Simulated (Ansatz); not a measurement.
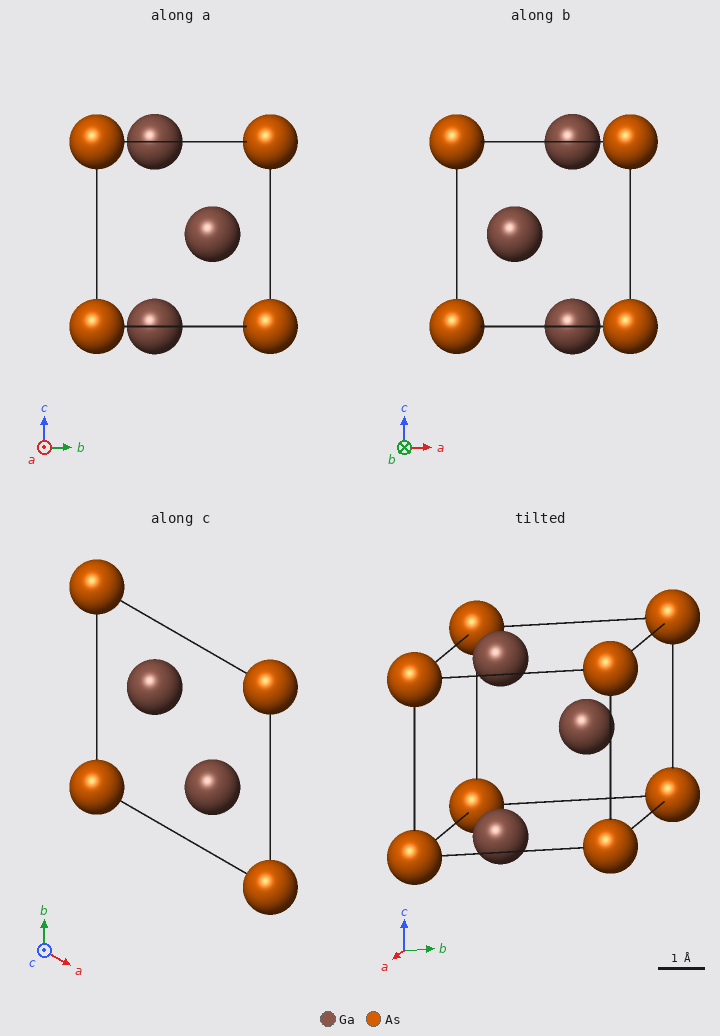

A spheres-only picture of a crystal structure, seen along the a axis, along the b axis, along the c axis and slightly off an axis. The conventional unit cell is outlined; an atom on or near a face, edge or corner is repeated at each equivalent position.

Lattice parameters: a = 4.373 Å, b = 4.373 Å, c = 4.033 Å, α = 90.00°, β = 90.00°, γ = 120.00°. Put a along x and b in the xy plane.

Put the structure into a POSCAR file.

```
Ga As
1.0
     4.373    0.000    0.000
    -2.186    3.787    0.000
     0.000    0.000    4.033
Ga As
2 1
Direct
  0.3333 0.6667 0.5000
  0.6667 0.3333 0.0000
  0.0000 0.0000 0.0000
```

Origin of the cell: a random cell made by a generator, so it need not be a real form of the compound. Earlier steps of the study may have refined or changed the cell and positions. A calculation with Ansatz used it as input.
